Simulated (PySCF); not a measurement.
**NEVPT2(2,2)/STO-3G run of AlF3 (SMILES [F][Al]([F])[F])**

Aim: the energy change on altering one bond length of AlF3 at NEVPT2(2,2)/STO-3G, from 2 runs. Input form: a Python script.

The calculation is run with PySCF 2.14.0.

10 further runs of the same task are left out: 2 that didn't finish, 8 set aside as unsound or not needed.

**1. Starting point**

The species is AlF3 (4 atoms), meant as a singlet with charge 0. SMILES: `[F][Al]([F])[F]`. Geometry: a GFN2-xTB relaxation, a rough one for these elements and not checked as a minimum.

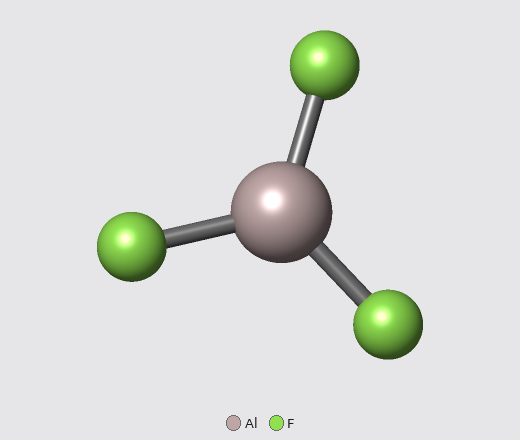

The structure, seen from a chosen angle (aluminium light grey, fluorine green).

**2. A single-point energy at NEVPT2(2,2)/STO-3G**

File job.py:

```python
import numpy
from pyscf import gto, scf, mp, mcscf, mrpt

mol = gto.M(
    atom='''
Al    -0.000378    -0.000548    -0.002381
F      3.081841    -0.051193     0.025492
F     -1.495794     2.694731    -0.031445
F     -1.585669    -2.642990     0.008315
''',
    verbose=3,
    unit='bohr',
    charge=0,
    max_memory=1860,
    basis='sto-3g',
)

calc0 = mol.RHF()
calc0.conv_tol = 1e-10
calc0.kernel()
if not calc0.converged:
    calc0 = calc0.newton().run(calc0.mo_coeff, calc0.mo_occ)

pt = mp.MP2(scf.addons.convert_to_uhf(calc0)).run()
noons, natorbs = mcscf.addons.make_natural_orbitals(pt)
print('natural occupations', numpy.round(noons[:40], 4))
cas = mcscf.CASSCF(calc0, 2, 2)
cas.fix_spin_(ss=0.0)
cas.natorb = True
cas.kernel(natorbs)
e_pt2 = mrpt.NEVPT(cas).kernel()
e_final = cas.e_tot + e_pt2
print('E(%s) = %.9f' % ('NEVPT2', e_final))
```

Launch:

```bash
$ OMP_NUM_THREADS=1 python job.py
```

Output:

```text
converged SCF energy = -533.247577694864
E(UMP2) = -533.324967590788  E_corr = -0.077389895924022
E(SCS-UMP2) = -533.325983253231  E_corr = -0.078405558366978
natural occupations [2.     2.     2.     2.     1.9998 1.9997 1.9997 1.9996 1.9996 1.9995
 1.9995 1.9974 1.9973 1.9973 1.9942 1.994  1.994  1.9891 1.9833 1.9833
 0.0278 0.0182 0.0134 0.0134]
CASSCF energy = -533.261771601015
CASCI E = -533.261771601015  E(CI) = -1.82237025079678  S^2 = 0.0000000
Sr    (-1)',   E = 0.00000000000002
Si    (+1)',   E = -0.00000000000163
Sijrs (0)  ,   E = -0.04066300063599
Sijr  (+1) ,   E = -0.01061826253832
Srsi  (-1) ,   E = -0.00145392112475
Srs   (-2) ,   E = -0.00006190687104
Sij   (+2) ,   E = -0.00125744183239
Sir   (0)' ,   E = -0.01059267653981
Nevpt2 Energy = -0.064647209543906
E(NEVPT2) = -533.326418811
```

Run time: 2.2 s. Hardware: 1 thread of Arm Neoverse V2, shared host; peak memory 0.12 GiB.

**3. The distorted shape**

File input.py:

```python
import numpy
from pyscf import gto, scf, mp, mcscf, mrpt

mol = gto.Mole()
mol.atom = 'Al 0.670917 1.118361 -0.005788; F 2.301957 1.091561 0.008962; F -0.120423 2.544641 -0.021168; F -0.839100 -1.398610 0.004400'
mol.verbose = 4
mol.max_memory = 1860
mol.spin = 0
mol.charge = 0
mol.basis = 'sto-3g'
mol.build()

mf = mol.RHF()
mf.conv_tol = 1e-10
mf.kernel()
if not mf.converged:
    mf = mf.newton().run(mf.mo_coeff, mf.mo_occ)

pt = mp.MP2(scf.addons.convert_to_uhf(mf)).run()
noons, natorbs = mcscf.addons.make_natural_orbitals(pt)
print('natural occupations', numpy.round(noons[:40], 4))
cas = mcscf.CASSCF(mf, 2, 2)
cas.fix_spin_(ss=0.0)
cas.natorb = True
cas.kernel(natorbs)
e_pt2 = mrpt.NEVPT(cas).kernel()
e_final = cas.e_tot + e_pt2
print('Final energy', e_final)
```

Launch:

```bash
$ OMP_NUM_THREADS=1 python input.py
```

Output:

```text
PySCF version 2.14.0

[INPUT] num. atoms = 4
[INPUT] num. electrons = 40
[INPUT] charge = 0
[INPUT] spin (= nelec alpha-beta = 2S) = 0
[INPUT] symmetry False subgroup None
[INPUT] Mole.unit = angstrom
[INPUT] Symbol           X                Y                Z      unit          X                Y                Z       unit  Magmom
[INPUT]  1 Al     0.670917000000   1.118361000000  -0.005788000000 AA    1.267849382315   2.113395998395  -0.010937734809 Bohr   0.0
[INPUT]  2 F      2.301957000000   1.091561000000   0.008962000000 AA    4.350068280525   2.062751338256   0.016935725528 Bohr   0.0
[INPUT]  3 F     -0.120423000000   2.544641000000  -0.021168000000 AA   -0.227566489098   4.808674575339  -0.040001722605 Bohr   0.0
[INPUT]  4 F     -0.839100000000  -1.398610000000   0.004400000000 AA   -1.585669191123  -2.642989855078   0.008314794948 Bohr   0.0

nuclear repulsion = 133.563343910685
number of shells = 14
number of NR pGTOs = 72
number of NR cGTOs = 24
basis = sto-3g
ecp = {}

[... 45 lines left out ...]
converged SCF energy = -532.932543466115
[... 33 lines left out ...]
sorting_mo_energy = False
[... 16 lines left out ...]
macro iter   2 (  3 JK    1 micro), CASSCF E = -533.095875350163  dE = -4.51291271e-09  S^2 = 0.0000000
               |grad[o]|=7.21e-05  |grad[c]|=9.88e-07  |ddm|=7.09e-16  |maxRot[o]|=6.34e-05
1-step CASSCF converged in   2 macro ( 14 JK   5 micro) steps
CASSCF canonicalization
Natural occ [1.31720113 0.68279887]
Natural orbital (expansion on meta-Lowdin AOs) in CAS space
               #1        #2
0 Al 1s          0.00161  -0.00158
0 Al 2s         -0.00962   0.00987
0 Al 3s         -0.46447   0.50495
[... 20 lines of this table left out ...]
3 F 2pz          0.00274   0.00258
<CAS-nat-orb|mo-hf>  20     20      -0.98577141
<CAS-nat-orb|mo-hf>  21     21       0.98679331
CASSCF energy = -533.095875350163
CASCI E = -533.095875350163  E(CI) = -1.06140152482601  S^2 = 0.0000000

******** <class 'pyscf.mrpt.nevpt2.NEVPT'> ********
NEVPT2 (1e+1e, 2o), ncore = 19, nvir = 3
root = 0
Natural occ [1.31720113 0.68279887]
Natural orbital (expansion on meta-Lowdin AOs) in CAS space
               #1        #2
0 Al 1s          0.00161  -0.00158
0 Al 2s         -0.00962   0.00987
0 Al 3s         -0.46447   0.50495
[... 20 lines of this table left out ...]
3 F 2pz          0.00274   0.00258
<CAS-nat-orb|mo-hf>  20     20      -0.98577141
<CAS-nat-orb|mo-hf>  21     21       0.98679331
Sr    (-1)',   E = -0.00000000000031
Si    (+1)',   E = -0.00000000001663
Sijrs (0)  ,   E = -0.03801718344498
Sijr  (+1) ,   E = -0.01292539878295
Srsi  (-1) ,   E = -0.00403919372478
Srs   (-2) ,   E = -0.00001002805961
Sij   (+2) ,   E = -0.00019924452193
Sir   (0)' ,   E = -0.00251534665778
Nevpt2 Energy = -0.057706395208964
Final energy -533.1535817453716
```

Wall time 0.76 s (1 thread of Arm Neoverse V2, shared host); peak memory 0.12 GiB.

**4. Results**

Level: NEVPT2(2,2)/STO-3G.

```
                                                          quantity          value
                                         first shape: total energy  -533.32642 Eh
                 first shape: dipole moment (Hartree–Fock density)         0.01 D
                  first shape: HOMO energy (Hartree–Fock orbitals)      -10.28 eV
                  first shape: LUMO energy (Hartree–Fock orbitals)       10.03 eV
                first shape: HOMO–LUMO gap (Hartree–Fock orbitals)       20.31 eV
                                     distorted shape: total energy  -533.15358 Eh
             distorted shape: dipole moment (Hartree–Fock density)         2.27 D
              distorted shape: HOMO energy (Hartree–Fock orbitals)       -4.08 eV
              distorted shape: LUMO energy (Hartree–Fock orbitals)        3.74 eV
            distorted shape: HOMO–LUMO gap (Hartree–Fock orbitals)        7.82 eV
energy change with the Al1–F4 bond stretched from 1.631 to 2.935 Å       4.703 eV
```

With the Al1–F4 bond stretched from 1.631 to 2.935 Å the energy rises by 4.70 eV (108 kcal/mol). The first shape isn't relaxed at this level, so the change isn't measured from a minimum. The minimal basis adds a large error of its own. Mulliken charges (distorted shape) of the mean-field density run from -0.35 on F2 to +1.03 on Al1.
